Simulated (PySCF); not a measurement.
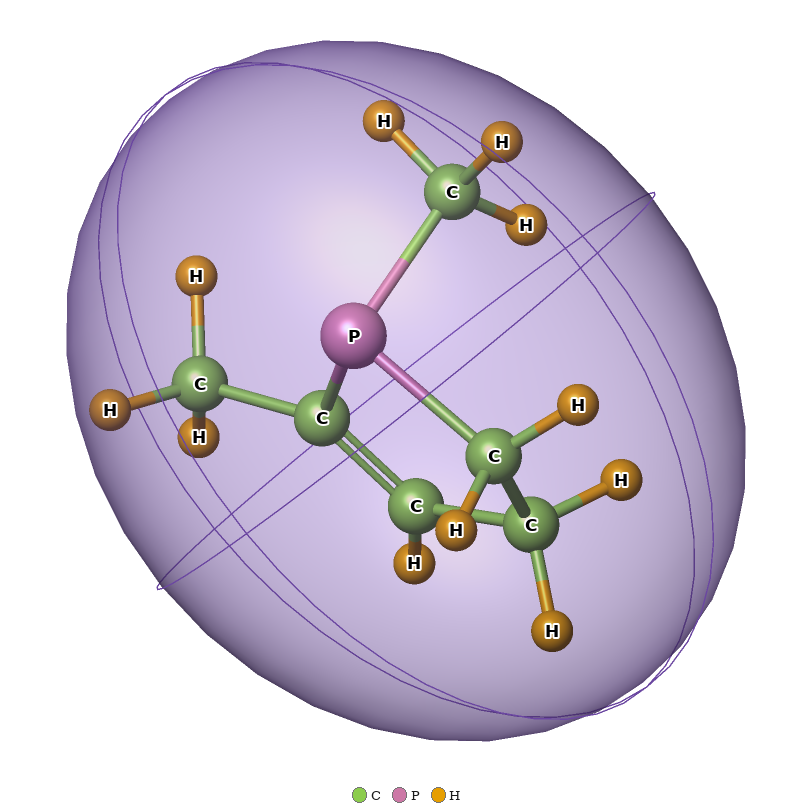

The ellipsoid shows the static dipole polarisability: its half-axes are proportional to the principal values. Computed geometry: GFN2-xTB optimisation. No frequency run is at hand to confirm it as a minimum. Computed with PBE0/def2-SVPD (PySCF 2.14.0).

Question: Give the principal values, the mean and the anisotropy.

Answer: Principal values 79.9, 97.2, 105.8 bohr³; mean 94.3 bohr³ (13.98 Å³); anisotropy 22.9 bohr³, so the longest axis is 1.32 times the shortest.

The geometry is semi-empirical. Around P such bond lengths and angles can be off by a tenth of an ångström or more and by several degrees, and values that hang on the shape move with them.
